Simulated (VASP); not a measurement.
Band structure of SmRh (space group Pm-3m). Level of theory: PBEsol GGA, VASP's PBE PAW potentials (set 64) (plane waves; VASP).

The 4f electrons are frozen in the core of the lanthanide potential, so 4f levels, which can set the real gap, and their magnetism are missing.

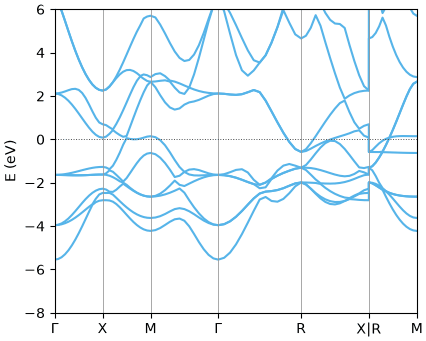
*Bands along high-symmetry lines, zero at the valence-band maximum or, without a gap, the Fermi level*

Task: Read the plot: is there a gap, and where are the band edges?

Result: It has no gap at this level: it comes out as a metal or semimetal. (Edges off the drawn lines would not show.)

The structure comes from a measured SmRh entry (Pm-3m) of the Crystallography Open Database, whose conditions weren't checked. It was relaxed first.
